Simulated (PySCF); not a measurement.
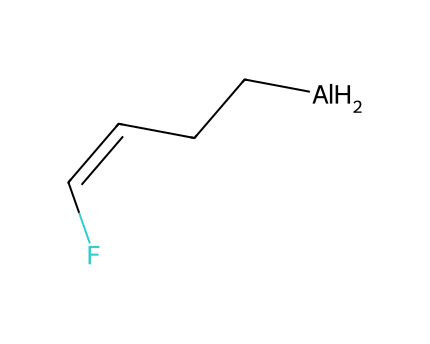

2D structure.

Transcribe the drawing into SMILES.

Answer. F/C=C\C[CH2][AlH2]

Give the formula, hydrogens included.

Answer. C4H8AlF.

An optimisation with GFN2-xTB gave a structure of which point group?

Answer. C1. Other conformers may differ.

More results for the same structure follow; atom numbers are the same in all pictures, views and colours differ. The geometry was computed by an optimisation with GFN2-xTB. No frequency run is at hand to confirm it as a minimum.

**Geometry**

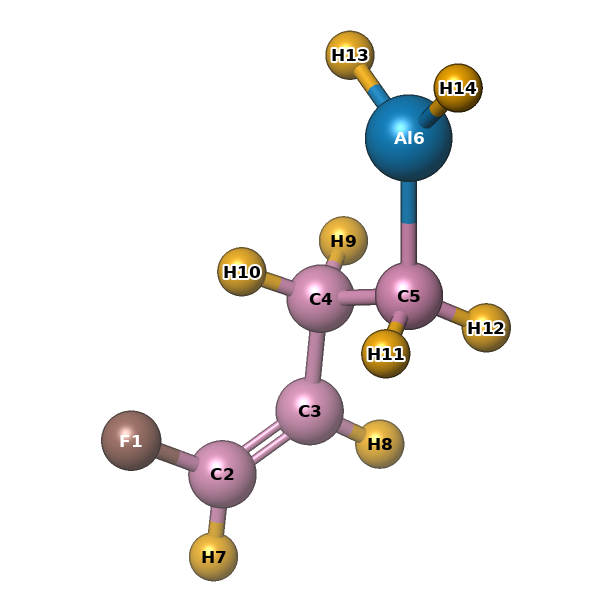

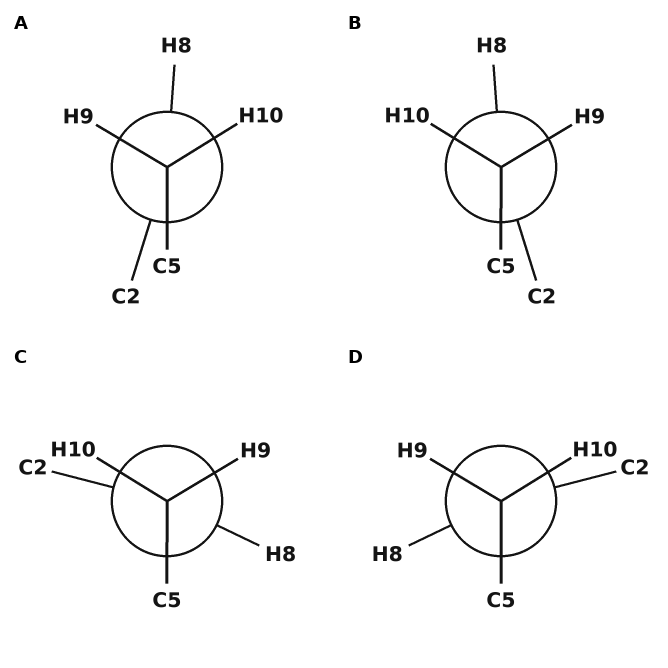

Depth is shown by fading: the farther an atom, the more it takes the colour of the background. Bonds that would overlap in a projection are set slightly apart. No frequency run is at hand to confirm it as a minimum.

Which Newman projection shows the view along C4–C3, with C4 in front?

Answer. C. The torsion angle C5–C4–C3–C2 is 113°, anticlinal.

**Core levels**

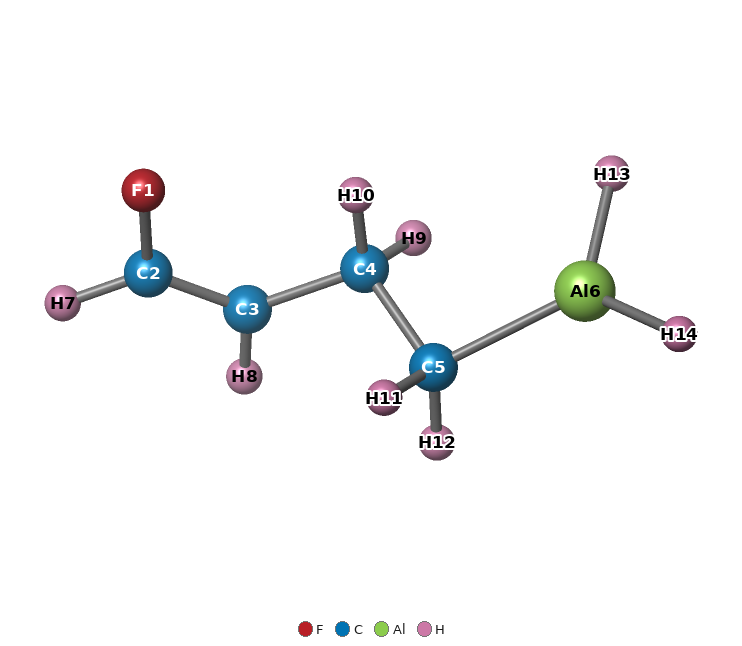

No frequency run is at hand to confirm it as a minimum. Method: delta-SCF UKS SCAN, pcX-2 on the ionised atom, pcseg-1 elsewhere, spin-free X2C (PySCF 2.14.0).

Give the core-electron binding energies (to vacuum; p and d levels without spin–orbit splitting) of F1 1s, C2 1s, C3 1s, C4 1s, C5 1s, Al6 1s, Al6 2p.

```
atom  level  binding energy (eV)
  F1     1s                692.7
  C2     1s                292.3
  C3     1s                290.4
  C4     1s                290.8
  C5     1s                289.7
 Al6     1s               1566.8
 Al6     2p                 80.4
```

**Excitation**

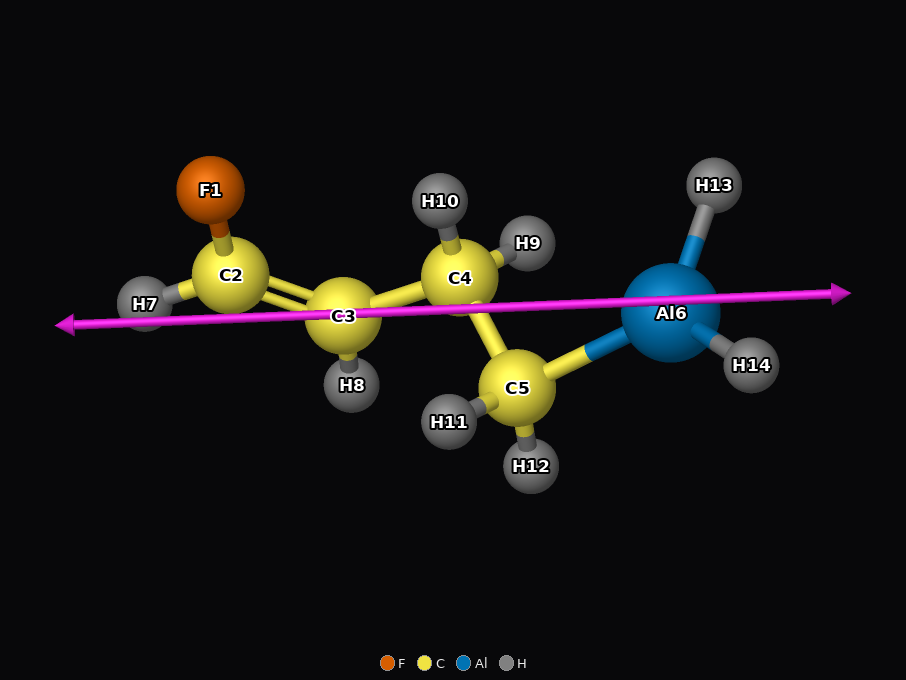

The double arrow shows the direction of the transition dipole to excited singlet state 5 (its length means nothing). No frequency run is at hand to confirm it as a minimum. Method: TDDFT ωB97X-D/def2-SVPD, vertical, gas phase, core orbitals frozen in the response (PySCF 2.14.0).

How is the transition polarised?

Answer. Close to the long direction F1···Al6.

Where does the transition lie, and how strong is it?

Answer. 7.18 eV (173 nm), oscillator strength 0.30, of mixed character, with the largest part HOMO → LUMO+3 (weight 0.41); transition dipole 3.33 D.

**Polarisability**

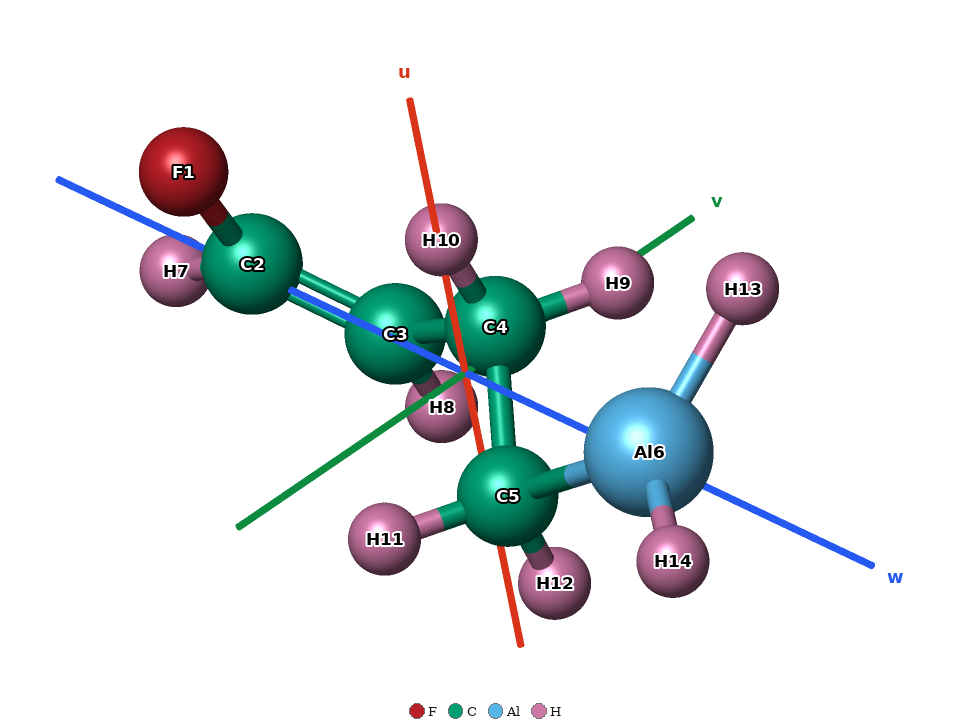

The lines u, v and w are the principal axes of the static dipole polarisability. No frequency run is at hand to confirm it as a minimum. Computed with ωB97X-D/def2-SVPD (PySCF 2.14.0).

Along which axis is the molecule most polarisable, and along which least?

Answer. Most along w (close to the long direction F1···Al6), least along v.

Give the three principal values.

Answer. u 68.9, v 65.7, w 101.9 bohr³; mean 78.9, anisotropy 34.7 bohr³.

The geometry is semi-empirical. Around Al such bond lengths and angles can be off by a tenth of an ångström or more and by several degrees, and values that hang on the shape move with them.
